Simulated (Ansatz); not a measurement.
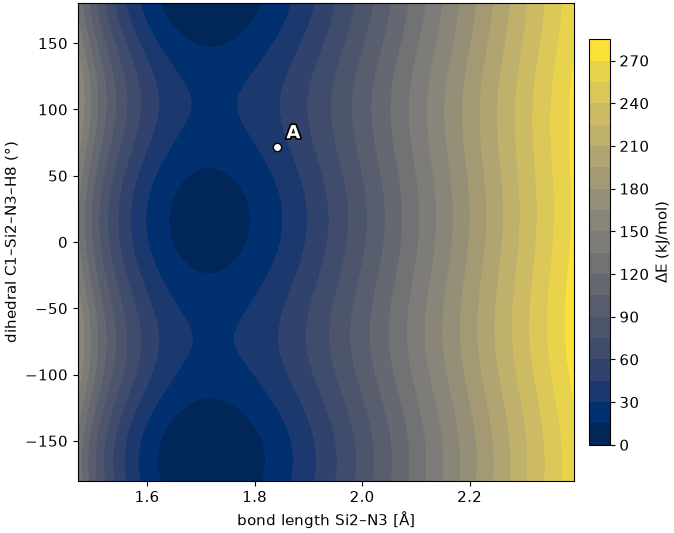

CH5FNSi, SMILES [CH2][SiH](N)F, spin multiplicity 2. Coordinates scanned: (1) bond length Si2–N3; (2) dihedral C1–Si2–N3–H8. Nothing is relaxed (all other coordinates rigid). The grid has 11 × 10 points. Energies: kJ/mol, counted from the relaxed molecule at the same level. These are results of UKS PBE0-D4/def2-SVP (Ansatz 0.2.0), not measurements.

The picture shows filled contours, the point A. Between grid points the surface is interpolated.

### Is A at rest? If not, where is it pushed?

A, at bond length Si2–N3 = 1.841 Å, dihedral C1–Si2–N3–H8 = 72°, is not a stationary point. The computed force is 260 kJ/mol for each Å towards smaller values of bond length Si2–N3 and 0.29 kJ/mol for each degree towards smaller values of dihedral C1–Si2–N3–H8.
